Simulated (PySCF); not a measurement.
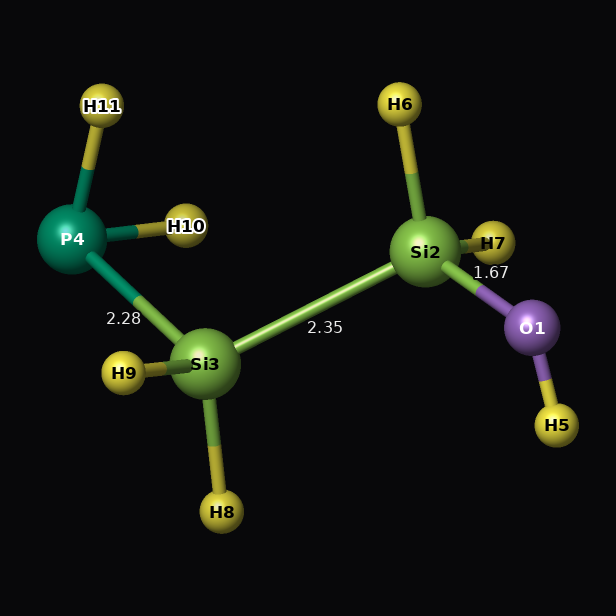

The numbers beside the sticks are distances in Å. Sticks don't show bond order. The geometry was computed by an optimisation with PBE0-D3(BJ)/def2-SVP. No frequency run is at hand to confirm it as a minimum.

### Which of the marked bonds are single, double, triple or aromatic?

O1–Si2 single; Si2–Si3 single; Si3–P4 single.

### Write the SMILES.

O[SiH2][SiH2]P
